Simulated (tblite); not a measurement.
# C6H9ClO2Si: the cost of one run

Programs: tblite 0.8.0 and PySCF 2.14.0, with density-fitted response routines of our own. Each step states its level of theory. These are calculated values for one molecule in the gas phase, unless marked as measured. Atoms count from 0, in the outputs and in this text.

## 1. The starting structure

19 atoms, charge 0, multiplicity 1; geometry from: force field or distance geometry start.

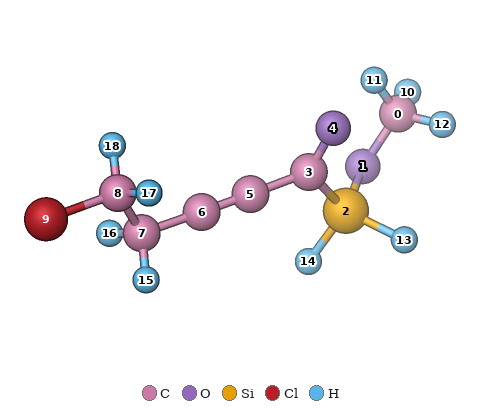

As it starts; carbon pink, oxygen purple, silicon amber, chlorine red, hydrogen blue, atoms numbered.

## 2. Geometry optimisation with GFN2-xTB

Job settings and geometry (Å):

```
{"job": {"kind": "relax", "xc": "GFN2-xTB", "basis": "xTB"}, "charge": 0, "multiplicity": 1}
C     -4.074200    -0.406600     0.887200
O     -3.280300    -1.271000     0.100600
Si    -2.128000    -0.598100    -0.906200
C     -0.914400     0.571200    -0.099100
O     -1.313000     1.545200     0.528000
C      0.486900     0.265000    -0.202800
C      1.669400     0.036900    -0.283500
C      3.117700    -0.235600    -0.365100
C      3.917700     0.774100     0.432900
Cl     5.651300     0.432100     0.317100
H     -4.822900    -1.013700     1.420200
H     -3.487600     0.124600     1.637400
H     -4.633100     0.310500     0.269000
H     -2.879100     0.104200    -1.994100
H     -1.436900    -1.709200    -1.586000
H      3.417000    -0.216000    -1.409100
H      3.312600    -1.249200     0.005300
H      3.747000     1.788900     0.061200
H      3.639900     0.756100     1.498000
```

Command:

```bash
> OMP_NUM_THREADS=1 python probes_run.py task.json out
```

One launch serves the whole session: the jobs run in the order shown.

Q: Estimate the wall time and peak memory of this first job on 1 thread of Arm Neoverse N1, shared host.

About 1.6 s, with a peak of 0.18 GiB.
